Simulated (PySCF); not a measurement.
# C3H8O2Si: NMR shifts and electronic excitations at several levels of theory, part 2 of 2

PySCF 2.14.0. Atoms count from 0. Earlier steps stand in the parts before.

## 8. NMR shieldings: PBE0/aug-cc-pVDZ

The job: settings as JSON, then the geometry in Å.

```
{"job": {"kind": "nmr", "xc": "PBE0", "basis": "aug-cc-pVDZ", "pop": true}, "charge": 0, "multiplicity": 1}
C     -2.356517    -0.703504     0.172997
C     -1.547879     0.291115    -0.185361
O     -0.626489     0.821605     0.657931
C      0.295216     1.704187     0.087618
O      1.241672     1.055091    -0.685622
Si     2.137362    -0.248279    -0.112616
H     -3.102201    -1.075948    -0.529153
H     -2.291217    -1.151119     1.166770
H     -1.585211     0.749676    -1.182172
H      0.757874     2.228742     0.941652
H     -0.219518     2.436348    -0.560596
H      1.336707    -1.505522    -0.095465
H      2.631820     0.050397     1.266845
H      3.277796    -0.388617    -1.056754
```

With the program's defaults for keys left out, this is: GIAO PBE0/aug-cc-pVDZ NMR shielding, non-relativistic, gas phase.

The program printed:

```text
coarse grid: 12016 points
cycle   1  E = -558.5403778088  dE =  7.060e-01  |g| = 7.506e-01  |ddm| = 9.594e+00
cycle   2  E = -558.4078084472  dE =  1.326e-01  |g| = 1.120e+00  |ddm| = 2.728e+00
cycle   3  E = -558.6467306032  dE = -2.389e-01  |g| = 1.018e-01  |ddm| = 1.558e+00
cycle   4  E = -558.6484349419  dE = -1.704e-03  |g| = 5.022e-02  |ddm| = 2.480e-01
cycle   5  E = -558.6489326332  dE = -4.977e-04  |g| = 1.166e-02  |ddm| = 8.627e-02
cycle   6  E = -558.6489582100  dE = -2.558e-05  |g| = 3.445e-03  |ddm| = 2.794e-02
cycle   7  E = -558.6489607901  dE = -2.580e-06  |g| = 6.575e-04  |ddm| = 7.519e-03
final grid: 110944 points
cycle   8  E = -558.6585682105  dE = -1.688e-05  |g| = 1.045e-02  |ddm| = 1.543e-01
cycle   9  E = -558.6585443398  dE =  2.387e-05  |g| = 1.539e-02  |ddm| = 4.630e-02
cycle  10  E = -558.6585895304  dE = -4.519e-05  |g| = 1.577e-03  |ddm| = 2.297e-02
cycle  11  E = -558.6585901559  dE = -6.255e-07  |g| = 2.552e-04  |ddm| = 3.046e-03
cycle  12  E = -558.6585901688  dE = -1.286e-08  |g| = 1.159e-04  |ddm| = 6.374e-04
cycle  13  E = -558.6585901718  dE = -3.046e-09  |g| = 2.268e-05  |ddm| = 2.560e-04
cycle  14  E = -558.6585901719  dE = -8.481e-11  |g| = 1.038e-05  |ddm| = 5.628e-05
converged SCF energy = -558.6585901719

GIAO shielding tensors (ppm)
atom      isotropic    diamagn.    paramagn.     s11        s22        s33       span
  0 C      104.792     236.936    -132.145      9.788    129.115    175.472    165.683
  1 C       45.111     200.247    -155.137    -52.223     78.416    109.139    161.361
  2 O      182.340     369.375    -187.035    119.183    156.380    271.457    152.273
  3 C      104.951     208.355    -103.404     85.239    103.144    126.469     41.230
  4 O      278.104     370.073     -91.969    215.736    274.043    344.532    128.795
  5 Si     444.048     886.141    -442.093    403.290    404.908    523.947    120.656
  6 H       26.981      35.249      -8.269     25.004     26.027     29.911      4.908
  7 H       26.651      36.703     -10.052     23.787     25.797     30.369      6.582
  8 H       24.778      33.580      -8.802     22.681     23.600     28.053      5.372
  9 H       26.250      32.088      -5.838     22.086     26.323     30.341      8.255
 10 H       26.348      29.929      -3.581     22.163     26.367     30.514      8.351
 11 H       26.294      26.846      -0.552     22.553     25.903     30.427      7.873
 12 H       26.347      26.771      -0.424     23.710     24.338     30.994      7.284
 13 H       26.452      26.055       0.396     23.269     24.661     31.425      8.156
```

Wall time 29 s (1 thread of Arm Neoverse V1, shared host); peak memory 1 GiB.

In short: δ C1 150.0, C0 90.3, C3 90.2, O2 153.6, H8 6.62, H9 5.10 ppm (means over like atoms).

## 9. Shielding tensors: PBE0/IGLO-III

The job, as its differences from that of step 8:

```diff
@@ -1,2 +1,2 @@
-{"job": {"kind": "nmr", "xc": "PBE0", "basis": "aug-cc-pVDZ", "pop": true}, "charge": 0, "multiplicity": 1}
+{"job": {"kind": "nmr", "xc": "PBE0", "basis": "IGLO-III", "pop": true}, "charge": 0, "multiplicity": 1}
 C     -2.356517    -0.703504     0.172997
```

Method: GIAO PBE0/IGLO-III NMR shielding, non-relativistic, gas phase.

The program printed:

```text
coarse grid: 12016 points
cycle   1  E = -558.6310903870  dE =  6.491e-01  |g| = 8.189e-01  |ddm| = 2.468e+00
cycle   2  E = -558.4864424646  dE =  1.446e-01  |g| = 1.211e+00  |ddm| = 1.111e+00
cycle   3  E = -558.7446583236  dE = -2.582e-01  |g| = 1.149e-01  |ddm| = 7.673e-01
cycle   4  E = -558.7464708524  dE = -1.813e-03  |g| = 6.011e-02  |ddm| = 8.678e-02
cycle   5  E = -558.7471324827  dE = -6.616e-04  |g| = 1.404e-02  |ddm| = 3.360e-02
cycle   6  E = -558.7471635489  dE = -3.107e-05  |g| = 4.187e-03  |ddm| = 7.258e-03
cycle   7  E = -558.7471670892  dE = -3.540e-06  |g| = 7.611e-04  |ddm| = 2.214e-03
final grid: 110944 points
cycle   8  E = -558.7532138537  dE = -8.327e-05  |g| = 1.136e-02  |ddm| = 6.191e-02
cycle   9  E = -558.7531879844  dE =  2.587e-05  |g| = 1.650e-02  |ddm| = 1.141e-02
cycle  10  E = -558.7532350659  dE = -4.708e-05  |g| = 1.755e-03  |ddm| = 7.302e-03
cycle  11  E = -558.7532357266  dE = -6.607e-07  |g| = 4.759e-04  |ddm| = 1.224e-03
cycle  12  E = -558.7532357678  dE = -4.122e-08  |g| = 2.216e-04  |ddm| = 3.124e-04
cycle  13  E = -558.7532357784  dE = -1.058e-08  |g| = 3.050e-05  |ddm| = 1.246e-04
cycle  14  E = -558.7532357785  dE = -1.271e-10  |g| = 1.316e-05  |ddm| = 1.908e-05
converged SCF energy = -558.7532357785

GIAO shielding tensors (ppm)
atom      isotropic    diamagn.    paramagn.     s11        s22        s33       span
  0 C       86.364     255.012    -168.648    -17.500    114.173    162.419    179.919
  1 C       22.161     251.246    -229.085    -84.651     60.772     90.363    175.014
  2 O      162.141     388.505    -226.364     91.667    136.176    258.579    166.912
  3 C       87.724     247.687    -159.963     67.032     86.154    109.987     42.955
  4 O      261.724     383.512    -121.788    198.160    254.637    332.376    134.216
  5 Si     379.470     887.204    -507.734    339.879    341.822    456.710    116.832
  6 H       27.044      29.676      -2.631     25.137     26.041     29.955      4.818
  7 H       26.665      31.833      -5.168     23.974     25.646     30.376      6.402
  8 H       24.839      31.665      -6.826     22.726     23.667     28.123      5.397
  9 H       26.292      29.337      -3.046     22.136     26.447     30.292      8.156
 10 H       26.418      29.135      -2.717     22.252     26.493     30.510      8.258
 11 H       26.299      30.441      -4.142     22.803     25.859     30.234      7.431
 12 H       26.297      29.254      -2.957     23.867     24.263     30.760      6.893
 13 H       26.465      28.626      -2.161     23.554     24.674     31.167      7.613
```

It took 45 s on 1 thread of Arm Neoverse V1, shared host; peak memory 1.1 GiB.

This run: δ C1 161.6, C0 97.4, C3 96.1, O2 165.0, H8 6.54, H11 5.02 ppm (means over like atoms).

## 10. Nuclear shieldings: PBE0/pcSseg-0

The job, as its differences from that of step 9:

```diff
@@ -1,2 +1,2 @@
-{"job": {"kind": "nmr", "xc": "PBE0", "basis": "IGLO-III", "pop": true}, "charge": 0, "multiplicity": 1}
+{"job": {"kind": "nmr", "xc": "PBE0", "basis": "pcSseg-0", "pop": true}, "charge": 0, "multiplicity": 1}
 C     -2.356517    -0.703504     0.172997
```

Level: GIAO PBE0/pcSseg-0 NMR shielding, non-relativistic, gas phase.

The program printed:

```text
coarse grid: 12016 points
cycle   1  E = -557.5571685228  dE =  6.752e-01  |g| = 7.232e-01  |ddm| = 3.610e+00
cycle   2  E = -557.4572593414  dE =  9.991e-02  |g| = 1.039e+00  |ddm| = 1.721e+00
cycle   3  E = -557.6574807620  dE = -2.002e-01  |g| = 8.415e-02  |ddm| = 1.064e+00
cycle   4  E = -557.6586519336  dE = -1.171e-03  |g| = 4.427e-02  |ddm| = 1.333e-01
cycle   5  E = -557.6589785408  dE = -3.266e-04  |g| = 1.032e-02  |ddm| = 4.255e-02
cycle   6  E = -557.6590013001  dE = -2.276e-05  |g| = 2.444e-03  |ddm| = 1.207e-02
cycle   7  E = -557.6590025354  dE = -1.235e-06  |g| = 9.573e-04  |ddm| = 3.324e-03
final grid: 110944 points
cycle   8  E = -557.6431474256  dE = -1.695e-05  |g| = 6.384e-03  |ddm| = 1.769e-02
cycle   9  E = -557.6431372674  dE =  1.016e-05  |g| = 9.577e-03  |ddm| = 1.335e-02
cycle  10  E = -557.6431556750  dE = -1.841e-05  |g| = 1.042e-03  |ddm| = 8.835e-03
cycle  11  E = -557.6431559479  dE = -2.729e-07  |g| = 1.870e-04  |ddm| = 1.266e-03
cycle  12  E = -557.6431559547  dE = -6.841e-09  |g| = 6.556e-05  |ddm| = 2.326e-04
cycle  13  E = -557.6431559556  dE = -9.093e-10  |g| = 1.282e-05  |ddm| = 7.863e-05
converged SCF energy = -557.6431559556

GIAO shielding tensors (ppm)
atom      isotropic    diamagn.    paramagn.     s11        s22        s33       span
  0 C       87.277     257.480    -170.203    -18.321    110.949    169.205    187.526
  1 C       29.962     258.398    -228.436    -78.550     68.999     99.436    177.986
  2 O      178.907     403.760    -224.853    102.965    142.653    291.103    188.138
  3 C       93.696     237.038    -143.342     69.927     93.898    117.262     47.336
  4 O      303.642     404.736    -101.095    197.743    315.691    397.491    199.748
  5 Si     402.349     878.168    -475.819    338.882    355.298    512.866    173.984
  6 H       28.213      28.769      -0.556     26.120     27.416     31.101      4.981
  7 H       27.728      30.431      -2.703     24.876     26.173     32.134      7.258
  8 H       26.469      30.069      -3.600     24.662     25.361     29.386      4.724
  9 H       27.440      28.640      -1.200     22.619     27.330     32.370      9.751
 10 H       27.369      28.199      -0.830     22.164     27.389     32.555     10.391
 11 H       27.647      30.145      -2.499     23.126     27.508     32.306      9.180
 12 H       27.673      29.565      -1.892     24.525     25.701     32.793      8.267
 13 H       27.669      29.334      -1.665     23.840     25.924     33.242      9.402
```

Run time: 6.2 s. Hardware: 1 thread of Arm Neoverse V1, shared host; peak memory 0.49 GiB.

In short: δ C1 163.6, C0 106.2, C3 99.8, O2 159.0, H8 6.36, H9 5.43 ppm (means over like atoms).

## 11. Ultraviolet spectrum: HF/def2-SVPD

The job, as its differences from that of step 10:

```diff
@@ -1,2 +1,2 @@
-{"job": {"kind": "nmr", "xc": "PBE0", "basis": "pcSseg-0", "pop": true}, "charge": 0, "multiplicity": 1}
+{"job": {"kind": "uv", "xc": "HF", "basis": "def2-SVPD", "ip": true}, "charge": 0, "multiplicity": 1}
 C     -2.356517    -0.703504     0.172997
```

With the program's defaults for keys left out, this is: TDDFT HF/def2-SVPD, vertical, gas phase, core orbitals frozen in the response.

The program printed:

```text
final grid: 110944 points
cycle   1  E = -556.5074138649  dE =  8.916e-01  |g| = 7.038e-01  |ddm| = 4.448e+00
cycle   2  E = -556.6095003533  dE = -1.021e-01  |g| = 3.552e-01  |ddm| = 1.454e+00
cycle   3  E = -556.6339849102  dE = -2.448e-02  |g| = 7.315e-02  |ddm| = 5.341e-01
cycle   4  E = -556.6356207510  dE = -1.636e-03  |g| = 1.805e-02  |ddm| = 1.840e-01
cycle   5  E = -556.6357193114  dE = -9.856e-05  |g| = 5.020e-03  |ddm| = 4.019e-02
cycle   6  E = -556.6357288658  dE = -9.554e-06  |g| = 1.718e-03  |ddm| = 1.217e-02
cycle   7  E = -556.6357306307  dE = -1.765e-06  |g| = 6.404e-04  |ddm| = 5.111e-03
cycle   8  E = -556.6357308862  dE = -2.555e-07  |g| = 2.378e-04  |ddm| = 1.635e-03
cycle   9  E = -556.6357309232  dE = -3.697e-08  |g| = 6.357e-05  |ddm| = 8.418e-04
cycle  10  E = -556.6357309261  dE = -2.965e-09  |g| = 3.383e-05  |ddm| = 1.992e-04
cycle  11  E = -556.6357309267  dE = -5.850e-10  |g| = 7.742e-06  |ddm| = 1.138e-04
converged SCF energy = -556.6357309267

Static polarisability (au): isotropic 68.605, principal 58.847 63.826 83.142

Singlet excitations
state   eV       nm        f      main configurations
  1   7.2870    170.1   0.35141   H->L+6 0.39, H->L+3 0.09, H->L+7 0.08
  2   7.4312    166.8   0.18187   H->L+2 0.37, H->L+6 0.18, H->L 0.16
  3   8.1036    153.0   0.00274   H->L+4 0.40, H->L+2 0.22, H->L+1 0.09
  4   8.6203    143.8   0.00112   H->L+4 0.18, H->L+2 0.16, H->L+1 0.16
  5   9.0070    137.7   0.00010   H-1->L+1 0.30, H-1->L+3 0.18, H->L+3 0.18
  6   9.1921    134.9   0.00223   H->L+3 0.40, H->L 0.13, H-1->L+1 0.10
  7   9.3404    132.7   0.00607   H->L+13 0.17, H->L 0.12, H->L+1 0.09
  8   9.4185    131.6   0.00947   H->L+13 0.19, H->L+1 0.13, H->L 0.09
  9   9.5170    130.3   0.01151   H->L+5 0.26, H->L+8 0.20
 10   9.5666    129.6   0.02941   H->L 0.18, H-2->L+1 0.18, H-2->L+3 0.14

Triplet excitations (Tamm-Dancoff, eV): 3.6853 7.1274 7.9189 8.2492
Vertical ionisation energy (delta-SCF) = 8.0750 eV
```

Wall time 19 s (1 thread of Arm Neoverse V1, shared host); peak memory 0.81 GiB.

The orbitals next to the gap, with their largest atomic shares:

```csv
orbital,eV,atoms
HOMO−3,-13.44,"Si5 22 %, O2 13 %, C3 13 %"
HOMO−2,-12.76,"Si5 27 %, O4 20 %, H13 18 %"
HOMO−1,-12.37,"O4 33 %, Si5 23 %, H11 15 %"
HOMO,-9.58,"C0 39 %, C1 31 %, O2 17 %"
LUMO,2.47,"Si5 55 %, H13 8 %, H11 7 %"
LUMO+1,2.79,"Si5 19 %, C3 16 %, O4 13 %"
LUMO+2,3.21,"C0 36 %, H6 16 %, H7 12 %"
```

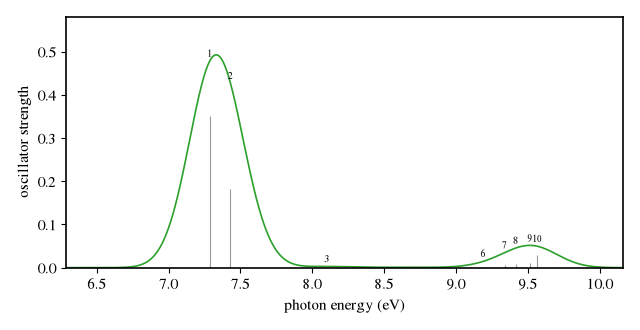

Absorption spectrum from the 10 singlet states computed; above the last one it falls off for lack of states. Lines are broadened to a width of 0.40 eV (Gaussian).

Ground-state properties from the same run:

```csv
property,computed
dipole moment (D),0.56
polarisability (Å³),10.17
HOMO–LUMO gap (eV),12.05
−ε(HOMO) (eV),9.58
```

## 12. Run by run: NMR shifts

Shifts (ppm) of some atoms, chosen among heavy atoms and hydrogens apart, means over like atoms, with basis size and wall time:

```csv
run,C1,C0,H9,H7,O2,O4,Si5,functions,time
PBE0/6-31G*,143.6,88.3,4.97,4.51,135.0,46.3,-2.6,104,10 s
"PBE0/6-311+G(2d,p)",156.6,94.1,5.02,4.69,160.8,61.4,-30.7,218,28 s
PBE0/def2-SVP,148.0,90.8,4.70,4.59,154.1,61.6,-36.4,128,12 s
PBE0/def2-TZVP,158.0,94.7,4.96,4.67,166.5,69.6,-32.7,240,34 s
PBE0/cc-pVDZ,149.3,90.7,4.86,4.56,161.5,63.0,-26.6,128,13 s
PBE0/cc-pVTZ,156.7,94.3,4.95,4.65,167.2,67.3,-25.5,296,47 s
PBE0/aug-cc-pVDZ,150.0,90.3,5.10,4.74,153.6,57.8,-27.3,214,29 s
PBE0/IGLO-III,161.6,97.4,5.02,4.71,165.0,65.5,-34.1,299,45 s
PBE0/pcSseg-0,163.6,106.2,5.43,5.10,159.0,34.2,-53.8,74,6.2 s
```

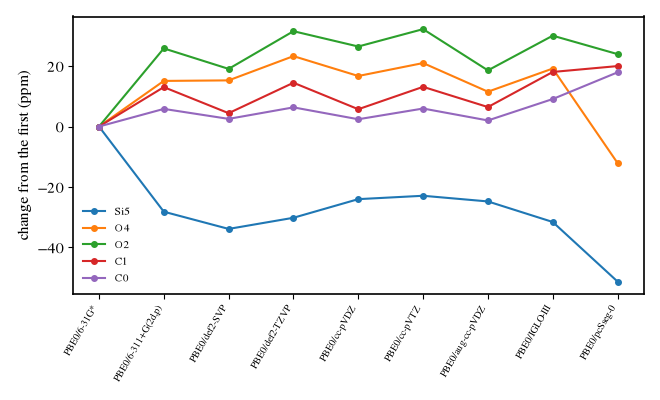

How five of the tabulated atoms move from run to run.

## 13. Outcome

The summary covers parts 1 to 2.

| quantity | value |
| --- | --- |
| 13C shifts against TMS (PBE0/6-31G*) | 143.6, 88.3, 88.2 ppm |
| 1H shifts against TMS (PBE0/6-31G*, means over atoms taken as alike) | 6.36, 5.09, 4.97, 4.51, 4.12 ppm |
| 17O shifts against H2O (PBE0/6-31G*) | 135.0, 46.3 ppm |
| 29Si shifts against TMS (PBE0/6-31G*) | -2.6 ppm |
| lowest singlet (HF/def2-SVPD) | 7.29 eV (170 nm), f = 0.351 |
| lowest triplet | 3.69 eV |
| vertical ionisation energy (ΔSCF) | 8.07 eV |
| range of the shift of Si5 | -53.8 to -2.6 ppm |

In words: Single values in the summary come from the first sound run of each kind (PBE0/6-31G*; HF/def2-SVPD), which need not be the best level. The lowest singlet, at 7.29 eV, is HOMO→LUMO+6 0.39, HOMO→LUMO+3 0.09 and is bright. The lowest triplet lies 3.60 eV below the lowest singlet (triplets in Tamm-Dancoff, singlets in full TDDFT). At HF/def2-SVPD, the highest states lie near or above the ionisation energy, where they hang on the basis. ΔSCF puts the ionisation energy at 8.07 eV, 1.51 eV below −ε(HOMO). In ppm, Si5 moves most: its shift spreads over 51.3 ppm, from -53.8 (PBE0/pcSseg-0) to -2.6 (PBE0/6-31G*).
